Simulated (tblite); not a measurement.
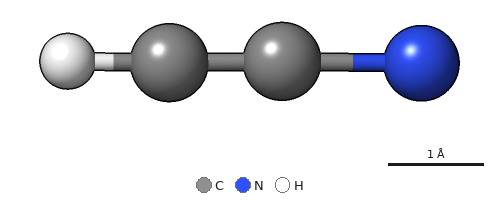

C₂HN (multiplicity 3), before the relaxation. Style: ball-and-stick. Shown face on.

Level of theory: GFN2-xTB geometry optimisation, gas phase in tblite 0.8.0.

```xyz
4

C    -0.6596   -0.0052   -0.0138
C     0.4731    0.0059   -0.3776
N     1.8829    0.0023   -0.7965
H    -1.6861    0.0018    0.2934
```

> Where does the relaxation end?

The largest move after the best rigid fit is that of N3, 0.17 Å. Largest moves by element: N 0.17 Å, C 0.10 Å, H 0.04 Å. Among the contacts that change: C2–N3 1.471 → 1.198 Å, C1–C2 1.190 → 1.271 Å, C1–H4 1.072 → 1.050 Å. Over 11 geometry steps the energy falls by 36.2 kcal/mol. Cost: 0.02 s on 1 thread of Arm Neoverse V2, on a shared host.

The structure at the end:

```xyz
4

C    -0.6400   -0.0021   -0.0248
C     0.5751    0.0013   -0.3989
N     1.7202    0.0042   -0.7516
H    -1.6450    0.0014    0.2808
```

The end point in the same view:

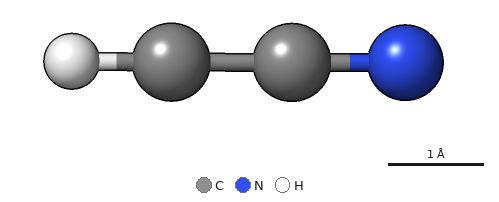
